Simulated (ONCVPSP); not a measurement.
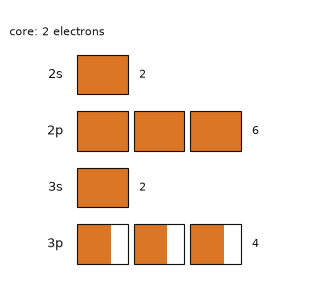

*The valence shells of the reference configuration: a box for each of the 2l + 1 orbitals, shaded by the share of the shell that is filled, with the electron count at the right.*

Pseudopotential generation for S

Sulfur (S, Z = 16), core [He], reference valence 2s2 2p6 3s2 3p4, valence charge 14. Computed at this level: ONCV potential, LDA (Perdew-Zunger), non-relativistic, made with ONCVPSP 4.0.1.

Summary:

- outcome: generated
- cutoffs needed: 139 Ha and 159 Ha (the cutoffs at which the residual kinetic energy of the hardest occupied pseudo-wave falls to 1 and 0.1 mHa per electron)
- ghost test: no bound ghost flagged; no localised positive-energy state flagged
- largest excitation error: +27 meV (all-electron minus pseudo) for 2s2 2p6 3s2 3p0, out of 4 test configurations
- rms error of d²Exc/dni dnj: 2.99 mHa without and 1.77 mHa with the model core
- range over which the phases arctan(r R′/R) at the test radius agree within 0.05 rad (a looser test near the poles than one of phase shifts): s: over the whole range computed; p: over the whole range computed; d: over the whole range computed; f: not judged, local potential alone
- hardware: 1 CPU thread, shared host
- wall time: 2.9 s

The input:
```
# ATOM AND REFERENCE CONFIGURATION
# atsym  z   nc   nv     iexc    psfile
  S 16.00    1    4        3      upf
#
#   n    l    f
    1    0    2.00
    2    0    2.00
    2    1    6.00
    3    0    2.00
    3    1    4.00
#
# PSEUDOPOTENTIAL AND OPTIMIZATION
# lmax
    2
#
#   l,   rc,      ep,       ncon, nbas, qcut
    0    1.00    0.00    4    7   14.50
    1    0.85    0.00    4    7   20.60
    2    0.80    0.15    4    8   12.30
#
# LOCAL POTENTIAL
# lloc, lpopt,  rc(5),   dvloc0
    4    3    0.75    4.00
#
# VANDERBILT-KLEINMAN-BYLANDER PROJECTORs
# l, nproj, debl
    0    2    3.00
    1    2    1.20
    2    2    3.80
#
# MODEL CORE CHARGE
# icmod, fcfact, rcfact
    3    3.00    1.50
#
# LOG DERIVATIVE ANALYSIS
# epsh1, epsh2, depsh
   -9.00    5.00    0.04
#
# OUTPUT GRID
# rlmax, drl
    6.00    0.01
#
# TEST CONFIGURATIONS
# ncnf
    4
# nvcnf
#   n    l    f
    4
    2    0    2.00
    2    1    6.00
    3    0    2.00
    3    1    3.00
#
    4
    2    0    2.00
    2    1    6.00
    3    0    2.00
    3    1    2.00
#
    4
    2    0    2.00
    2    1    6.00
    3    0    2.00
    3    1    1.00
#
    4
    2    0    2.00
    2    1    6.00
    3    0    2.00
    3    1    0.00
#
```

The log's header says scalar-relativistic, as this program prints it for non-relativistic runs too.

Command:
```bash
oncvpspnr.x < S.dat > S.out
```

Log (extracts):
```
ONCVPSP  (Optimized Norm-Conservinng Vanderbilt PSeudopotential)
scalar-relativistic version 4.0.1

#   n    l    f        energy (Ha)
    1    0    2.00    -8.7790539E+01
    2    0    2.00    -7.6998637E+00
    2    1    6.00    -5.7512372E+00
    3    0    2.00    -6.3095141E-01
    3    1    4.00    -2.6181756E-01

Reference configufation results
  iterations    23
  all-electron total energy (Ha)   -3.96709034D+02

Begin loop to  construct optimized pseudo wave functions
and semi-local pseudopoentials for all angular momenta

Calculating optimized projector #   1

 for l=   0

    Fraction of norm inside rc  0.979813
    Optimizing pswf for qcut=  14.50 a_B^-1,  ecut= 105.10 Ha
    Residual kinetic energy error=  2.27D-08 Ha

    Energy error per electron        Cutoff
         Ha          eV             Ha
         0.01000     0.27211       36.43
         0.00100     0.02721       48.15
         0.00010     0.00272       59.15
         0.00001     0.00027       69.21

Calculating optimized projector #   2

 for l=   0

    Fraction of norm inside rc  0.113020
    Optimizing pswf for qcut=  14.50 a_B^-1,  ecut= 105.10 Ha
    Residual kinetic energy error=  6.66D-08 Ha

    Energy error per electron        Cutoff
         Ha          eV             Ha
         0.01000     0.27211       26.86
         0.00100     0.02721       36.43
         0.00010     0.00272       44.60
         0.00001     0.00027       74.19

Calculating optimized projector #   1

 for l=   1

    Fraction of norm inside rc  0.945844
    Optimizing pswf for qcut=  20.59 a_B^-1,  ecut= 211.98 Ha
    Residual kinetic energy error=  2.52D-08 Ha

    Energy error per electron        Cutoff
         Ha          eV             Ha
         0.01000     0.27211      116.20
         0.00100     0.02721      139.38
         0.00010     0.00272      158.83
         0.00001     0.00027      174.75

Calculating optimized projector #   2

 for l=   1

    Fraction of norm inside rc  0.043306
    Optimizing pswf for qcut=  20.59 a_B^-1,  ecut= 211.98 Ha
    Residual kinetic energy error=  1.33D-08 Ha

    Energy error per electron        Cutoff
         Ha          eV             Ha
         0.01000     0.27211       95.38
         0.00100     0.02721      125.77
         0.00010     0.00272      151.01
         0.00001     0.00027      171.65

   Wellstate for l =  2  n =  3
     eigenvalue =   0.1500
     asymptotic potential =   0.6500
     half-point radius =  9.3785

   Wellstate for l =  2  n =  5
     eigenvalue =   3.9500
     asymptotic potential =   4.4500
     half-point radius =  2.7704

Calculating optimized projector #   1

 for l=   2

    Fraction of norm inside rc  0.006185
    Optimizing pswf for qcut=  12.29 a_B^-1,  ecut=  75.52 Ha
    Residual kinetic energy error=  1.31D-05 Ha

    Energy error per electron        Cutoff
         Ha          eV             Ha
         0.01000     0.27211       13.77
         0.00100     0.02721       35.56
         0.00010     0.00272       57.54
         0.00001     0.00027       79.08

Calculating optimized projector #   2

 for l=   2

    Fraction of norm inside rc  0.061869
    Optimizing pswf for qcut=  12.29 a_B^-1,  ecut=  75.52 Ha
    Residual kinetic energy error=  4.03D-04 Ha

    Energy error per electron        Cutoff
         Ha          eV             Ha
         0.01000     0.27211       45.69
         0.00100     0.02721       67.71
         0.00010     0.00272       88.66
         0.00001     0.00027      216.92

Construct Vanderbilt / Kleinmman-Bylander projectors

B matrix Hermiticity error, ll=   0
   1   2    9.1313E-09

  Orthonormal projector coefficients -5.3197E+00  1.0556E+00

B matrix Hermiticity error, ll=   1
   1   2   -1.0100E-09

  Orthonormal projector coefficients -2.9870E+01 -8.5347E+00

B matrix Hermiticity error, ll=   2
   1   2    2.6326E-09

  Orthonormal projector coefficients -1.4016E+01 -4.3704E+00

Model core correction analysis
  based on d2Exc/dn_idn_j

d2excae - all-electron derivatives

   -9.386436D-02   -8.711814D-02   -7.541466D-03   -4.525423D-03
   -8.711890D-02   -9.658999D-02   -7.564080D-03   -5.495970D-03
   -7.541626D-03   -7.564206D-03   -3.320688D-02   -2.764256D-02
   -4.525575D-03   -5.496158D-03   -2.764343D-02   -2.583931D-02

d2excps - pseudofunction derivatives with no core correction

   -9.737659D-02   -9.489293D-02   -8.389662D-03   -5.473095D-03
   -9.489303D-02   -9.907611D-02   -7.925628D-03   -5.560037D-03
   -8.390071D-03   -7.925786D-03   -3.331146D-02   -2.770925D-02
   -5.473346D-03   -5.560258D-03   -2.771013D-02   -2.584557D-02

rms 2nd derivative error    2.988794E-03

rmatch, rhocmatch    0.1622  196.5135

Teter function model core charge with specified parameters

d2excps - pseudofunction derivatives with core correction

   -9.000176D-02   -9.125912D-02   -7.620785D-03   -5.198364D-03
   -9.125858D-02   -9.666753D-02   -7.557005D-03   -5.383015D-03
   -7.620890D-03   -7.557120D-03   -3.323108D-02   -2.768126D-02
   -5.198531D-03   -5.383211D-03   -2.768214D-02   -2.583249D-02

rms 2nd derivative error    1.770557E-03

Pseudoatom total energy -149.777337

Diagnostic tests using Vanderbilt-Kleinman-Bylander pseudopotentials
  1 or more projectors used as specified by nproj input data

   l    rcore       rmatch      e in        delta e   norm test  slope test

   0   1.0054178   1.0359445  -7.6998637   0.0000000   1.0000000   1.0000000
   0   1.0054178   1.0359445  -0.6309514   0.0000000   1.0000000   1.0000000

   1   0.8503606   0.8761794  -5.7512372   0.0000000   1.0000000   1.0000000
   1   0.8503606   0.8761794  -0.2618176   0.0000000   1.0000000   1.0000000

   2   0.8009830   0.8253026   0.1500000  -0.0000002   1.0000000   1.0000000
   2   0.8009830   0.8253026   3.9500000  -0.0000001   1.0000000   1.0000000

 Testing for bound ghosts
   n   l    E NL Schr. Eq   E Basis Diag.   E Cutoff

   1   0       -7.699864       -7.699862    188.54
   2   0       -0.630951       -0.532161    188.54

   2   1       -5.751237       -5.751185    309.28
   3   1       -0.261818        0.126482    309.28

 Testing for highly-localized positive-energy ghosts
       l    <radius>/rc     E Basis Diag.   E Cutoff

Test configuration 0

   n   l     f        eae           eps        diff
   1   0  2.0000  -87.79053880
   2   0  2.0000   -7.69986368   -7.69986368    0.00D+00
   2   1  6.0000   -5.75123724   -5.75123724    0.00D+00
   3   0  2.0000   -0.63095141   -0.63095138    2.84D-08
   3   1  4.0000   -0.26181756   -0.26181756    0.00D+00

    Total energies and differences
      AE_ref= -3.96709034D+02  AE_tst= -3.96709034D+02  dif=  0.00D+00
      PS_ref= -1.49777337D+02  PS_tst= -1.49777337D+02  dif=  1.79D-12
      PSP excitation error= -1.79D-12

Test configuration 1

   n   l     f        eae           eps        diff
   1   0  2.0000  -88.23048846
   2   0  2.0000   -8.13044905   -8.13040654    4.25D-05
   2   1  6.0000   -6.18289914   -6.18187383    1.03D-03
   3   0  2.0000   -1.01089021   -1.01091242   -2.22D-05
   3   1  3.0000   -0.62091481   -0.62088032    3.45D-05

    Total energies and differences
      AE_ref= -3.96709034D+02  AE_tst= -3.96272591D+02  dif=  4.36D-01
      PS_ref= -1.49777337D+02  PS_tst= -1.49340907D+02  dif=  4.36D-01
      PSP excitation error=  1.27D-05

Test configuration 2

   n   l     f        eae           eps        diff
   1   0  2.0000  -88.76250180
   2   0  2.0000   -8.64358401   -8.64362466   -4.07D-05
   2   1  6.0000   -6.69811352   -6.69526908    2.84D-03
   3   0  2.0000   -1.44270317   -1.44274169   -3.85D-05
   3   1  2.0000   -1.03211152   -1.03196051    1.51D-04

    Total energies and differences
      AE_ref= -3.96709034D+02  AE_tst= -3.95449936D+02  dif=  1.26D+00
      PS_ref= -1.49777337D+02  PS_tst= -1.48518335D+02  dif=  1.26D+00
      PSP excitation error=  9.55D-05

Test configuration 3

   n   l     f        eae           eps        diff
   1   0  2.0000  -89.37783137
   2   0  2.0000   -9.22892932   -9.22918219   -2.53D-04
   2   1  6.0000   -7.28670049   -7.28110625    5.59D-03
   3   0  2.0000   -1.91549414   -1.91552093   -2.68D-05
   3   1  1.0000   -1.48543070   -1.48502215    4.09D-04

    Total energies and differences
      AE_ref= -3.96709034D+02  AE_tst= -3.94194350D+02  dif=  2.51D+00
      PS_ref= -1.49777337D+02  PS_tst= -1.47263015D+02  dif=  2.51D+00
      PSP excitation error=  3.62D-04

Test configuration 4

   n   l     f        eae           eps        diff
   1   0  2.0000  -90.07159231
   2   0  2.0000   -9.88028202   -9.88084657   -5.65D-04
   2   1  6.0000   -7.94259865   -7.93317795    9.42D-03
   3   0  2.0000   -2.42090142   -2.42086288    3.85D-05

    Total energies and differences
      AE_ref= -3.96709034D+02  AE_tst= -3.92467658D+02  dif=  4.24D+00
      PS_ref= -1.49777337D+02  PS_tst= -1.45536944D+02  dif=  4.24D+00
      PSP excitation error=  9.83D-04
```

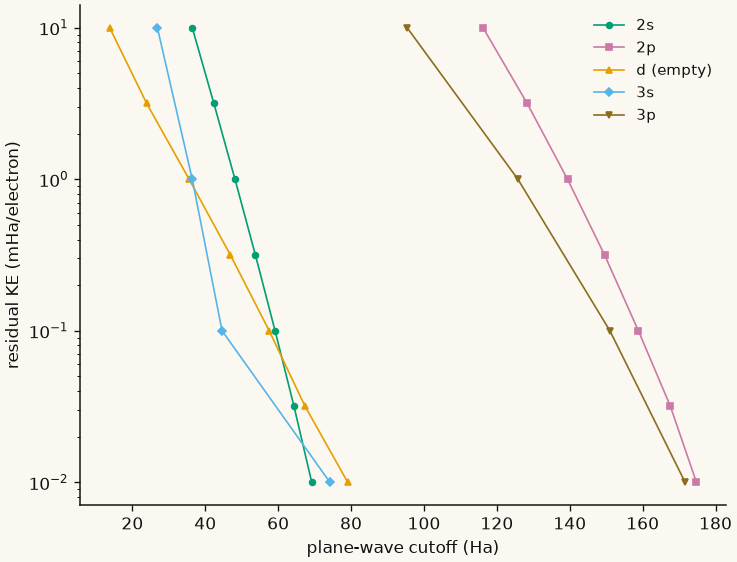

*Residual kinetic energy of the pseudo-waves (the first of each channel, and further valence shells) beyond the plane-wave cutoff, as the generator prints it.*

- Cutoffs for the occupied states: 139 Ha for 1 mHa and 159 Ha for 0.1 mHa per electron. The first is set by 2p.
- Cutoffs for 1 mHa per electron: 2p: 139 Ha; 3p: 126 Ha; 2s: 48 Ha; 3s: 36 Ha; d (empty): 36 Ha.

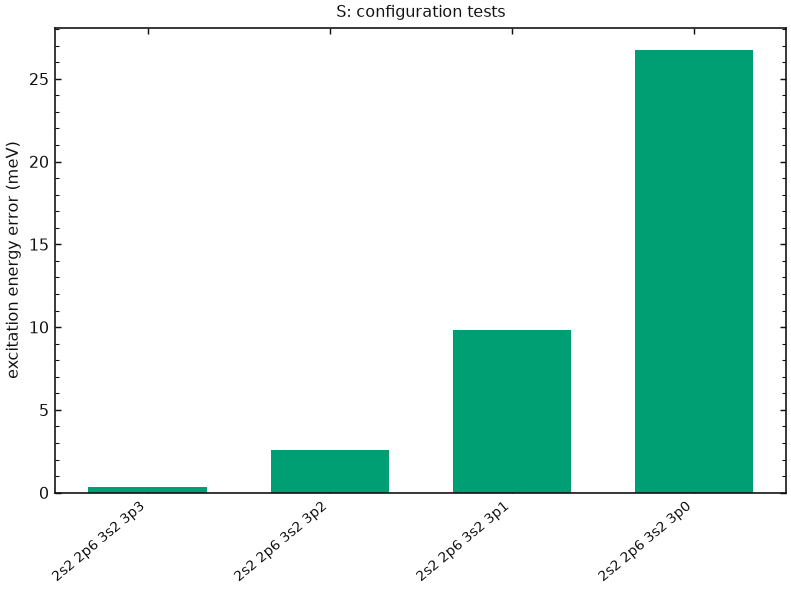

*Errors, all-electron minus pseudo, of the energies of valence configurations relative to the unpolarised reference 2s2 2p6 3s2 3p4.*

- Worst configuration: 2s2 2p6 3s2 3p0 (charge +4): the error is +27 meV on an all-electron energy of +115.41 eV relative to the reference, or 0.023 %.
- Configurations within 10 meV and within 50 meV: 3 and 4 of 4.
- Errors in meV: 2s2 2p6 3s2 3p3: +0.3; 2s2 2p6 3s2 3p2: +2.6; 2s2 2p6 3s2 3p1: +9.9; 2s2 2p6 3s2 3p0: +27.

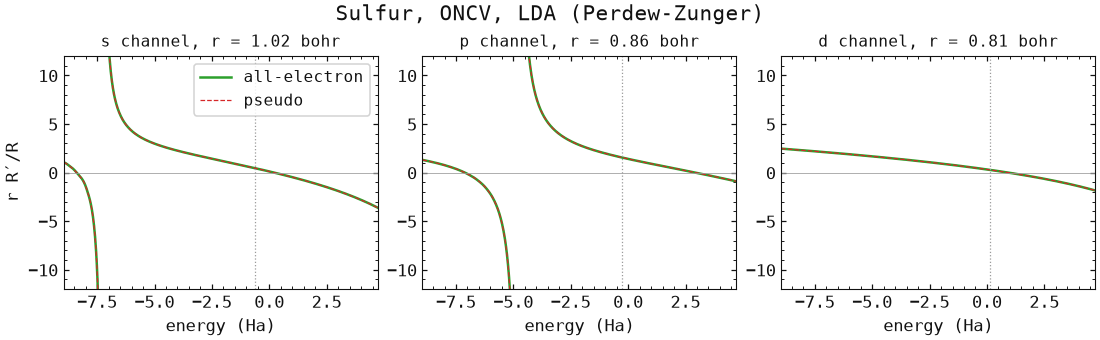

*Logarithmic derivatives r R′/R at the test radius against energy, all-electron atom (solid) and pseudo-atom (dashed). Here R(r) is the radial function. The dotted line marks the reference energy of the channel. Not drawn: f: not judged.*

- Poles, where the radial function vanishes at the test radius: s: all-electron at -7.3 Ha, pseudo at -7.3 Ha; p: all-electron at -4.8 Ha, pseudo at -4.8 Ha; d: all-electron at no energy in the range, pseudo at no energy in the range.
- Ghost states: the plot shows none: pseudo and all-electron curves have the same branches in all channels drawn. The separate test gives: no bound ghost flagged; no localised positive-energy state flagged.
- Zeros of the logarithmic derivative: s: all-electron -8.4 and 0.2 Ha, pseudo -8.4 and 0.2 Ha; p: all-electron -7.1 and 2.9 Ha, pseudo -7.1 and 2.9 Ha; d: all-electron 0.9 Ha, pseudo 0.9 Ha.
